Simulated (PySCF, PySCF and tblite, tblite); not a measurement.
# C5H9B2FO2: a path driven as ring inversion, and NMR exchange, part 2 of 2

PySCF and tblite. Atoms count from 0.

## (11) Shieldings, saddle of leg 2: B3LYP/pcSseg-1

What the job is given:

```
{"job": {"kind": "nmr", "xc": "B3LYP", "basis": "pcSseg-1", "pop": false}, "charge": 0, "multiplicity": 1}
C     -2.841708    -0.472902     0.863467
C     -1.875922     0.211938     0.282885
C     -0.436544    -0.218793     0.253775
C      0.421421     0.803875     1.057614
O      1.536052     1.389118     0.430468
B      2.477390     0.784770    -0.306351
B      2.337063    -0.805703    -0.863919
O      1.129130    -1.195168    -1.314815
C      0.022329    -0.377157    -1.207452
F     -0.979050    -0.989923    -1.920479
H     -2.654502    -1.410985     1.359007
H     -3.860801    -0.127706     0.862767
H     -2.083884     1.147661    -0.218855
H     -0.348276    -1.209968     0.709625
H      0.762426     0.320334     1.980618
H     -0.225154     1.642916     1.344393
H      3.300572     1.561317    -0.647321
H      3.142870    -1.655289    -0.974513
H      0.176587     0.601669    -1.690914
```

Log:

```text
coarse grid: 16440 points
cycle   1  E = -495.6444564678  dE =  1.464e+00  |g| = 9.948e-01  |ddm| = 3.879e+00
cycle   2  E = -495.3412151244  dE =  3.032e-01  |g| = 1.650e+00  |ddm| = 1.962e+00
cycle   3  E = -495.8124923742  dE = -4.713e-01  |g| = 1.830e-01  |ddm| = 1.356e+00
cycle   4  E = -495.8189216423  dE = -6.429e-03  |g| = 7.194e-02  |ddm| = 1.813e-01
cycle   5  E = -495.8198275057  dE = -9.059e-04  |g| = 2.058e-02  |ddm| = 6.095e-02
cycle   6  E = -495.8198998444  dE = -7.234e-05  |g| = 5.495e-03  |ddm| = 2.032e-02
cycle   7  E = -495.8199057097  dE = -5.865e-06  |g| = 9.988e-04  |ddm| = 4.964e-03
final grid: 160824 points
cycle   8  E = -495.9203803105  dE = -6.136e-05  |g| = 7.455e-03  |ddm| = 3.177e-02
cycle   9  E = -495.9203695137  dE =  1.080e-05  |g| = 1.083e-02  |ddm| = 1.342e-02
cycle  10  E = -495.9203917353  dE = -2.222e-05  |g| = 1.371e-03  |ddm| = 8.291e-03
cycle  11  E = -495.9203921113  dE = -3.759e-07  |g| = 3.001e-04  |ddm| = 1.226e-03
cycle  12  E = -495.9203921267  dE = -1.548e-08  |g| = 1.467e-04  |ddm| = 2.916e-04
cycle  13  E = -495.9203921307  dE = -3.965e-09  |g| = 2.794e-05  |ddm| = 1.206e-04
cycle  14  E = -495.9203921309  dE = -1.651e-10  |g| = 7.515e-06  |ddm| = 3.482e-05
converged SCF energy = -495.9203921309

GIAO shielding tensors (ppm)
atom      isotropic    diamagn.    paramagn.     s11        s22        s33       span
  0 C       57.653     252.060    -194.406    -53.269     73.144    153.084    206.353
  1 C       36.118     255.789    -219.671    -86.765     44.878    150.241    237.007
  2 C      118.948     252.556    -133.608     95.836    116.352    144.655     48.820
  3 C      108.160     244.827    -136.667     76.067     94.992    153.422     77.354
  4 O       86.517     394.005    -307.488   -157.410     65.749    351.211    508.622
  5 B       42.209     196.798    -154.589    -15.033     41.664     99.996    115.029
  6 B       45.476     196.939    -151.462    -16.823     45.499    107.753    124.575
  7 O       38.372     395.650    -357.278   -141.532     19.172    237.476    379.008
  8 C       66.517     243.236    -176.720     47.759     59.665     92.126     44.367
  9 F      315.587     473.687    -158.100    211.463    337.924    397.373    185.909
 10 H       26.543      31.808      -5.265     22.909     25.864     30.855      7.947
 11 H       26.537      28.164      -1.627     23.704     25.511     30.396      6.692
 12 H       25.785      31.877      -6.092     23.232     25.380     28.745      5.512
 13 H       28.780      35.358      -6.578     28.136     28.400     29.805      1.669
 14 H       27.082      30.656      -3.575     23.093     27.747     30.406      7.313
 15 H       27.412      30.582      -3.170     22.965     29.308     29.963      6.998
 16 H       26.281      29.630      -3.349     24.774     26.375     27.695      2.922
 17 H       26.439      29.926      -3.486     25.427     26.242     27.649      2.222
 18 H       25.765      31.881      -6.116     23.109     26.268     27.918      4.809
```

It took 32 s on 1 thread of Arm Neoverse V2, shared host; peak memory 1 GiB.

This run: HOMO -7.37 eV, LUMO -2.00 eV; dipole 2.47 D.

## (12) Shieldings, end: B3LYP/pcSseg-1

What the job is given:

```
{"job": {"kind": "nmr", "xc": "B3LYP", "basis": "pcSseg-1", "pop": false}, "charge": 0, "multiplicity": 1}
C     -2.600667    -0.744116     1.103216
C     -1.881949     0.097727     0.386853
C     -0.404839    -0.048277     0.145753
C      0.314128     1.163569     0.760794
O      1.704984     1.061746     0.914275
B      2.558638     0.290609     0.236248
B      2.199584    -0.757140    -1.064255
O      1.019304    -0.846643    -1.698136
C     -0.138930    -0.183950    -1.366735
F     -1.160491    -0.919653    -1.929853
H     -2.164635    -1.613710     1.566270
H     -3.656946    -0.602932     1.251568
H     -2.340181     0.959277    -0.079702
H     -0.038000    -0.961207     0.627841
H     -0.096116     1.325051     1.766116
H      0.102734     2.061963     0.165296
H      3.660965     0.466281     0.624312
H      2.991931    -1.467063    -1.572633
H     -0.182752     0.798485    -1.869168
```

Log:

```text
coarse grid: 16440 points
cycle   1  E = -495.6491316621  dE =  1.463e+00  |g| = 9.953e-01  |ddm| = 3.880e+00
cycle   2  E = -495.3488129345  dE =  3.003e-01  |g| = 1.649e+00  |ddm| = 2.010e+00
cycle   3  E = -495.8166291736  dE = -4.678e-01  |g| = 1.881e-01  |ddm| = 1.396e+00
cycle   4  E = -495.8235223938  dE = -6.893e-03  |g| = 7.268e-02  |ddm| = 1.877e-01
cycle   5  E = -495.8244476178  dE = -9.252e-04  |g| = 2.150e-02  |ddm| = 6.188e-02
cycle   6  E = -495.8245269378  dE = -7.932e-05  |g| = 5.881e-03  |ddm| = 2.067e-02
cycle   7  E = -495.8245338499  dE = -6.912e-06  |g| = 1.276e-03  |ddm| = 5.379e-03
final grid: 160824 points
cycle   8  E = -495.9258298683  dE = -6.361e-05  |g| = 7.610e-03  |ddm| = 3.313e-02
cycle   9  E = -495.9258185694  dE =  1.130e-05  |g| = 1.118e-02  |ddm| = 1.370e-02
cycle  10  E = -495.9258415625  dE = -2.299e-05  |g| = 1.332e-03  |ddm| = 8.285e-03
cycle  11  E = -495.9258418965  dE = -3.340e-07  |g| = 3.255e-04  |ddm| = 1.227e-03
cycle  12  E = -495.9258419133  dE = -1.679e-08  |g| = 1.495e-04  |ddm| = 3.176e-04
cycle  13  E = -495.9258419171  dE = -3.807e-09  |g| = 3.004e-05  |ddm| = 1.222e-04
cycle  14  E = -495.9258419173  dE = -1.818e-10  |g| = 8.891e-06  |ddm| = 3.670e-05
converged SCF energy = -495.9258419173

GIAO shielding tensors (ppm)
atom      isotropic    diamagn.    paramagn.     s11        s22        s33       span
  0 C       55.857     252.376    -196.520    -56.660     70.386    153.844    210.504
  1 C       41.131     255.183    -214.052    -83.438     48.710    158.119    241.556
  2 C      117.260     253.628    -136.368    102.964    119.757    129.060     26.096
  3 C      104.092     246.463    -142.371     76.851     91.541    143.885     67.033
  4 O       75.427     391.588    -316.161   -136.753     24.376    338.658    475.411
  5 B       47.601     195.102    -147.501     -4.026     47.362     99.465    103.491
  6 B       47.489     195.575    -148.086    -15.321     52.286    105.501    120.822
  7 O       41.561     392.559    -350.998   -119.270     -1.401    245.356    364.626
  8 C       62.131     243.919    -181.788     42.409     63.326     80.657     38.248
  9 F      294.817     474.244    -179.427    200.379    328.152    355.920    155.541
 10 H       26.271      32.233      -5.962     22.525     25.645     30.643      8.118
 11 H       26.370      28.056      -1.686     23.440     25.509     30.160      6.720
 12 H       26.008      31.462      -5.454     23.729     25.523     28.771      5.042
 13 H       29.378      36.220      -6.842     28.309     29.123     30.701      2.392
 14 H       27.225      30.684      -3.459     22.530     29.165     29.979      7.449
 15 H       27.389      31.331      -3.942     23.831     28.136     30.200      6.370
 16 H       26.458      29.433      -2.974     25.424     26.214     27.736      2.312
 17 H       26.445      29.632      -3.187     25.510     26.203     27.620      2.111
 18 H       25.781      31.122      -5.341     23.691     25.714     27.937      4.246
```

It took 31 s on 1 thread of Arm Neoverse V2, shared host; peak memory 0.98 GiB.

In short: HOMO -7.36 eV, LUMO -2.25 eV; dipole 2.70 D.

## (13) Single-point energy, saddle of leg 1: B3LYP/pcSseg-1

What the job is given:

```
{"job": {"kind": "sp", "xc": "B3LYP", "basis": "pcSseg-1", "pop": false}, "charge": 0, "multiplicity": 1}
C     -2.763496     0.460374     0.338286
C     -1.483387     0.523794     0.026240
C     -0.474094    -0.517182     0.420228
C      0.622351     0.100245     1.309674
O      1.104095     1.325638     0.807943
B      1.791335     1.378928    -0.342547
B      2.203011    -0.071660    -1.114532
O      1.384494    -1.133861    -1.188911
C      0.060171    -1.244735    -0.847191
F     -0.150189    -2.598490    -0.655770
H     -3.171497    -0.362531     0.902232
H     -3.458408     1.226458     0.040736
H     -1.089784     1.358739    -0.537444
H     -0.974052    -1.290034     1.014259
H      1.443560    -0.617404     1.428157
H      0.190706     0.309753     2.294135
H      2.061028     2.484101    -0.650714
H      3.273933    -0.348580    -1.528208
H     -0.569777    -0.983554    -1.716573
```

Log:

```text
coarse grid: 16440 points
cycle   1  E = -495.6453165814  dE =  1.458e+00  |g| = 9.985e-01  |ddm| = 3.874e+00
cycle   2  E = -495.3337576203  dE =  3.116e-01  |g| = 1.665e+00  |ddm| = 1.942e+00
cycle   3  E = -495.8140341708  dE = -4.803e-01  |g| = 1.863e-01  |ddm| = 1.365e+00
cycle   4  E = -495.8206054995  dE = -6.571e-03  |g| = 7.279e-02  |ddm| = 1.821e-01
cycle   5  E = -495.8215014268  dE = -8.959e-04  |g| = 2.028e-02  |ddm| = 5.694e-02
cycle   6  E = -495.8215695398  dE = -6.811e-05  |g| = 6.469e-03  |ddm| = 2.098e-02
cycle   7  E = -495.8215779327  dE = -8.393e-06  |g| = 1.550e-03  |ddm| = 6.536e-03
final grid: 160824 points
cycle   8  E = -495.9220484231  dE = -6.130e-05  |g| = 7.197e-03  |ddm| = 2.974e-02
cycle   9  E = -495.9220344798  dE =  1.394e-05  |g| = 1.102e-02  |ddm| = 1.446e-02
cycle  10  E = -495.9220596530  dE = -2.517e-05  |g| = 1.436e-03  |ddm| = 9.045e-03
cycle  11  E = -495.9220601209  dE = -4.679e-07  |g| = 3.086e-04  |ddm| = 1.268e-03
cycle  12  E = -495.9220601406  dE = -1.972e-08  |g| = 1.345e-04  |ddm| = 3.041e-04
cycle  13  E = -495.9220601440  dE = -3.413e-09  |g| = 3.095e-05  |ddm| = 1.144e-04
cycle  14  E = -495.9220601442  dE = -1.864e-10  |g| = 1.202e-05  |ddm| = 3.207e-05
converged SCF energy = -495.9220601442
```

Wall time 16 s (1 thread of Arm Neoverse V2, shared host); peak memory 0.75 GiB.

This run: HOMO -7.39 eV, LUMO -2.02 eV; dipole 2.01 D.

Single-point energy, minimum 1: B3LYP/pcSseg-1:

What the job is given:

```
{"job": {"kind": "sp", "xc": "B3LYP", "basis": "pcSseg-1", "pop": false}, "charge": 0, "multiplicity": 1}
C     -2.928268    -0.012385     0.558294
C     -1.724634     0.415659     0.230953
C     -0.470613    -0.393897     0.388839
C      0.594713     0.386576     1.183920
O      1.180297     1.431405     0.438493
B      2.083163     1.168160    -0.522084
B      2.406686    -0.464838    -0.854386
O      1.341302    -1.275098    -1.024239
C      0.050446    -0.785629    -1.012038
F     -0.756134    -1.785141    -1.496815
H     -3.088643    -0.997523     0.963810
H     -3.803523     0.599819     0.427035
H     -1.575121     1.405229    -0.180071
H     -0.689678    -1.320396     0.929272
H      1.370731    -0.310555     1.522908
H      0.117880     0.836499     2.061074
H      2.448404     2.144976    -1.070505
H      3.418330    -1.066227    -0.867431
H     -0.065016     0.056497    -1.715200
```

Log:

```text
coarse grid: 16440 points
cycle   1  E = -495.6507539905  dE =  1.472e+00  |g| = 9.944e-01  |ddm| = 3.876e+00
cycle   2  E = -495.3449828766  dE =  3.058e-01  |g| = 1.652e+00  |ddm| = 1.937e+00
cycle   3  E = -495.8191041078  dE = -4.741e-01  |g| = 1.797e-01  |ddm| = 1.353e+00
cycle   4  E = -495.8251714569  dE = -6.067e-03  |g| = 7.168e-02  |ddm| = 1.777e-01
cycle   5  E = -495.8260468022  dE = -8.753e-04  |g| = 2.026e-02  |ddm| = 5.856e-02
cycle   6  E = -495.8261160872  dE = -6.929e-05  |g| = 5.819e-03  |ddm| = 2.056e-02
cycle   7  E = -495.8261226695  dE = -6.582e-06  |g| = 1.511e-03  |ddm| = 5.726e-03
final grid: 160824 points
cycle   8  E = -495.9272934964  dE = -6.475e-05  |g| = 7.818e-03  |ddm| = 3.357e-02
cycle   9  E = -495.9272784479  dE =  1.505e-05  |g| = 1.180e-02  |ddm| = 1.464e-02
cycle  10  E = -495.9273063167  dE = -2.787e-05  |g| = 1.512e-03  |ddm| = 9.207e-03
cycle  11  E = -495.9273068396  dE = -5.229e-07  |g| = 2.789e-04  |ddm| = 1.308e-03
cycle  12  E = -495.9273068540  dE = -1.440e-08  |g| = 1.472e-04  |ddm| = 2.880e-04
cycle  13  E = -495.9273068582  dE = -4.204e-09  |g| = 2.799e-05  |ddm| = 1.208e-04
cycle  14  E = -495.9273068584  dE = -1.578e-10  |g| = 1.225e-05  |ddm| = 3.419e-05
converged SCF energy = -495.9273068584
```

Wall time 16 s (1 thread of Arm Neoverse V2, shared host); peak memory 0.75 GiB.

This run: HOMO -7.49 eV, LUMO -1.93 eV; dipole 1.97 D.

## (14) Kinetics and line shapes

What the job is given:

```
{"job": {"smiles": "C=C[C@@H]1COBBO[C@H]1F", "charge": 0, "mult": 1, "motion": "ring", "what": "7-membered ring", "atoms": [2, 3, 4, 5, 6, 7, 8], "ring": [2, 3, 4, 5, 6, 7, 8], "study": "path", "level": {"kind": "nmr", "xc": "B3LYP", "basis": "pcSseg-1"}, "fields": [60, 90, 360], "first": 1, "seed": 22, "kind": "path"}, "charge": 0, "multiplicity": 1}
C     -2.621088     0.577316    -0.085612
C     -1.302061     0.548069    -0.107570
C     -0.484270    -0.549607     0.507765
C      0.526902    -0.005968     1.538929
O      1.480230     0.926877     1.112708
B      1.986931     1.114362    -0.105746
B      1.535417     0.327737    -1.550982
O      0.724523    -0.749480    -1.655035
C      0.165042    -1.419279    -0.595816
F      1.129057    -2.221147    -0.011076
H     -3.201140    -0.202196     0.381418
H     -3.177252     1.383148    -0.532091
H     -0.739232     1.341211    -0.580396
H     -1.146234    -1.218513     1.070065
H      1.067240    -0.855086     1.977196
H     -0.048246     0.479459     2.338217
H      2.812988     1.960798    -0.078930
H      1.866037     0.687744    -2.624467
H     -0.584648    -2.116195    -1.006039
```

Log:

```text
stationary points (kcal/mol above the start)
  n  kind          group   xTB      DFT    lowest mode
  0  minimum      C1       0.00     0.00      31.2
  1  saddle       C1       2.17     4.30     -47.3
  2  intermediate C1       0.15     0.97      54.1
  3  saddle       C1       2.97     5.75     -83.1
  4  minimum      C1       0.28     2.45      12.3

GFN2-xTB energies: T/K, barrier G, reaction G (kcal/mol), k forward, k back (1/s)
 150.00     3.14    -0.04   7.54e+07    6.6e+07
 200.00     3.28    -0.08   9.42e+08   7.64e+08
 250.00     3.42    -0.13   4.32e+09   3.34e+09
 298.15     3.56    -0.17   1.17e+10   8.72e+09
 350.00     3.72    -0.22   2.52e+10   1.83e+10
 400.00     3.87    -0.27   4.42e+10   3.15e+10
 500.00     4.21    -0.37   9.84e+10    6.8e+10

B3LYP/pcSseg-1 + D3(BJ) energies: T/K, barrier G, reaction G (kcal/mol), k forward, k back (1/s)
 150.00     5.93     2.13   7.17e+03   9.16e+06
 200.00     6.06     2.09    9.7e+05   1.86e+08
 250.00     6.20     2.04   1.87e+07   1.14e+09
 298.15     6.34     2.00   1.27e+08    3.7e+09
 350.00     6.50     1.95   5.55e+08   9.16e+09
 400.00     6.66     1.90   1.61e+09   1.76e+10
 500.00     6.99     1.80   7.19e+09   4.42e+10
```

It took 2.7 min on 1 thread of Arm Neoverse V2, shared host; peak memory 1 GiB. This counts the whole study up to here.

Barriers by level (kcal/mol; entropies in cal/(mol K)). Zero-point and thermal terms come from xTB in every row. ΔG‡ leaves symmetry out; the rate counts one path and all 2 saddles; effective ΔG‡, where given, is the barrier that would give that rate by Eyring's equation alone:

```csv
level,ΔE‡,with zero-point,ΔH‡,ΔS‡,ΔG‡ (298 K),ΔE of reaction,k at 298 K (1/s),effective ΔG‡
GFN2-xTB,2.97,2.89,2.34,-4.1,3.56,0.28,1.2e+10,3.72
B3LYP/pcSseg-1 + D3(BJ),5.75,5.67,5.12,-4.1,6.34,2.45,1.3e+08,6.40
```

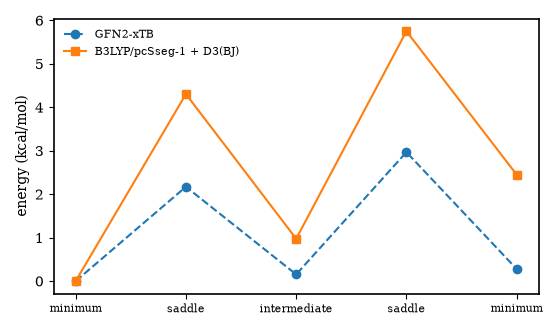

The xTB stationary points, at both levels.

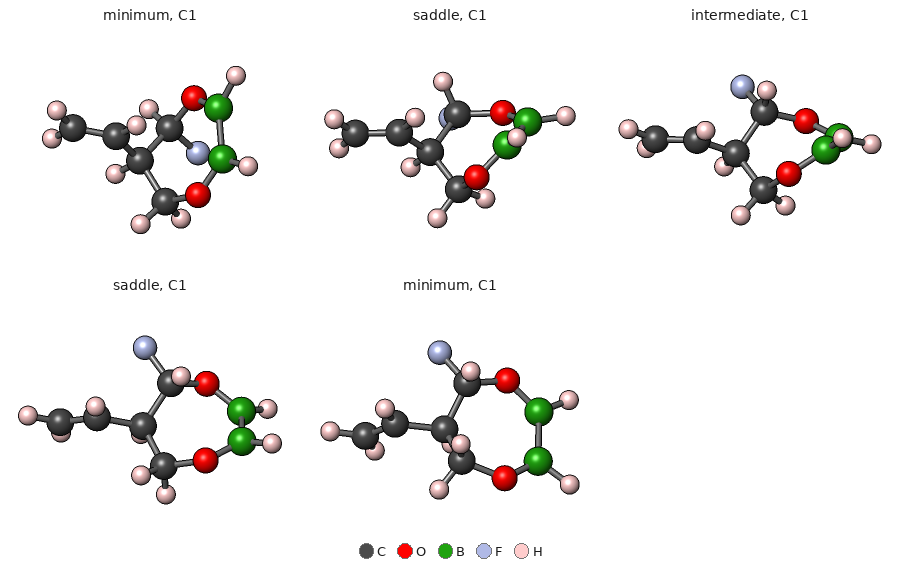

The stationary points in order.

Sites that the driver pairs across this motion, and where their lines would merge (no couplings; faster rotations or exchange between molecules can average them sooner):

```
nucleus        sites: shielding (ppm)  proton frequency (MHz)  spread (Hz)  coalescence (K)  lines at 298 K
    ¹⁷O      O7: 58.6; O7 (end): 41.6                     360          831        not given               –
    ¹¹B      B6: 41.5; B6 (end): 47.5                     360          695        not given               –
    ¹³C    C2: 123.5; C2 (end): 117.3                     360          568        not given               –
    ¹⁷O      O4: 85.7; O4 (end): 75.4                     360          501        not given               –
    ¹³C      C8: 66.6; C8 (end): 62.1                     360          408        not given               –
    ¹³C    C3: 107.7; C3 (end): 104.1                     360          328        not given               –
    ¹⁹F    F9: 294.0; F9 (end): 294.8                     360          290        not given               –
     ¹H  H14: 26.59; H14 (end): 27.23                     360          227        not given               –
```

A dash: the driver gave no coalescence for this row (it judged the minor form too scarce).

Rows that set an atom against itself at the end compare its shielding in the two forms.

Lines of quadrupolar nuclei are broad, so their coalescence could hardly be seen.

## (15) Results

This closing draws on all 2 parts.

| quantity | value |
| --- | --- |
| barrier (B3LYP/pcSseg-1 + D3(BJ)) | ΔE‡ 5.8, ΔG‡(298 K) 6.3 kcal/mol |
| barrier (GFN2-xTB) | ΔE‡ 3.0 kcal/mol |
| rate at 298 K | 1.3e+08 s⁻¹ |
| end of the path | 2.5 kcal/mol from the start |

In words: DFT puts the top 5.8 kcal/mol above the start (xTB: 3.0); the rate from the DFT barrier is 1.3e+08 s⁻¹ at 298 K. An error of 1.4 kcal/mol changes that rate tenfold. It was not proven that each saddle links the two ends.
